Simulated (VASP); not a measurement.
Input:

```xyz
2
Lattice="0.0000 2.7884 2.7884 2.7884 0.0000 2.7884 2.7884 2.7884 0.0000" Properties=species:S:1:pos:R:3 pbc="T T T"
Nb     0.0000     0.0000     0.0000
P      1.3942     1.3942     1.3942
```

All values below come from PBE GGA, VASP's PBE PAW potentials (set 64) (plane waves; VASP). Numerical set-up: 400 eV cut-off, 13×13×13 Γ-centred mesh, tetrahedra with Blöchl corrections, potentials Nb_sv P.

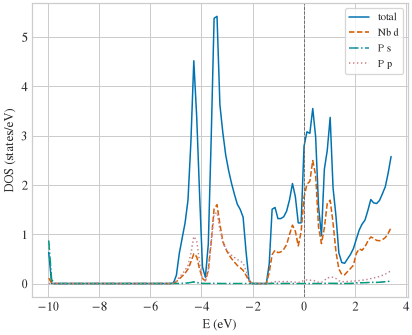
Fig. 1. Total and projected density of states, zero at the Fermi level

Within 2 eV below the Fermi level the largest weight inside VASP's projection spheres is Nb d.

It has no gap at this level: it comes out as a metal or semimetal.

The structure was generated: NbP was put into the zinc blende type (F-43m), which need not be its known phase. It was relaxed first, which changed the volume by -29 %.
